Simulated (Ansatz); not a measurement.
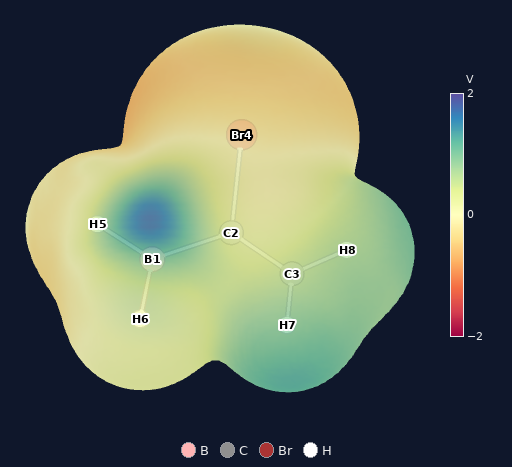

Figure. C2H4BBr (SMILES BC(=C)Br). The electrostatic potential painted on the density surface at 0.002 e/bohr³, seen at a tilt; the colour scale runs from red (negative) to blue (positive).

Not at a stationary point (largest force 1.2 eV/Å).

Theory: SCF B3LYP, Gaussian basis (Ansatz 0.2.0).

```xyz
8

B     0.0697    1.2374    0.3022
C     0.1941   -0.1268   -0.3800
C    -0.3434   -1.2231    0.1670
Br    1.2350   -0.2393   -2.0305
H     0.4813    2.2358   -0.2399
H    -0.5687    1.4103    1.3073
H    -0.8348   -1.1776    1.1203
H    -0.1410   -2.1738   -0.3021
```

Describe the electrostatic potential map.

The most negative region (about −0.7 V) lies over Br4, the most positive (about +1.6 V) over B1. Br4 shows a σ-hole: about +0.7 V at the tip opposite its bond, against about −0.5 V on its flanks.
